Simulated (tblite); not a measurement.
# CH9FGePSi2: the cost of one run

Computed with tblite 0.8.0 and PySCF 2.14.0; each step states its level. No surroundings beyond the atoms listed, unless a continuum is named. Atoms count from 0, parts from 1.

## (1) Starting point

15 atoms, charge 0, multiplicity 2; geometry: distance geometry start.

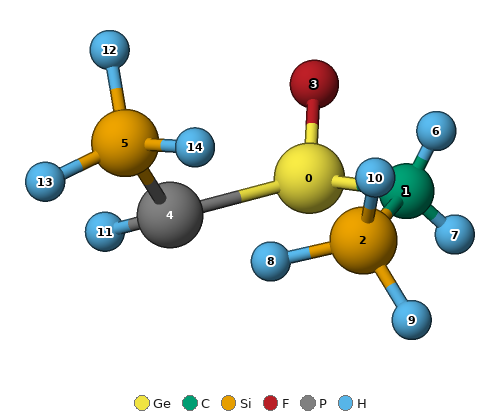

The starting geometry (germanium yellow, carbon teal, silicon amber, fluorine red, phosphorus grey, hydrogen blue), atoms numbered.

## (2) Relaxing the cluster with GFN2-xTB

The job: settings as JSON, then the geometry in Å.

```
{"job": {"kind": "relax", "xc": "GFN2-xTB", "basis": "xTB"}, "charge": 0, "multiplicity": 2}
Ge    -0.218845     0.314341     1.995330
C      0.123315     1.412860     0.474747
Si    -1.180174     1.095736    -0.816925
F      1.198021    -0.280242     2.859439
P     -1.960245    -1.148215     1.819364
Si    -1.860478    -2.554600     0.160469
H      1.043968     1.226818     0.082589
H      0.077142     2.417809     0.734777
H     -2.148805     0.185461    -0.318276
H     -1.823324     2.311655    -1.170578
H     -0.569131     0.548117    -1.976490
H     -2.463275    -1.646305     3.021457
H     -0.786808    -3.492094     0.395151
H     -3.085094    -3.251345     0.035489
H     -1.585086    -1.826715    -1.067807
```

Level: GFN2-xTB geometry optimisation, gas phase.

Command:

```
$ OMP_NUM_THREADS=1 python cluster_run.py task.json out
```

The driver reads the jobs from task.json and runs them one after another.

Q: Estimate the wall time of this first job on 1 thread of Arm Neoverse N1, shared host.

About 12 s.
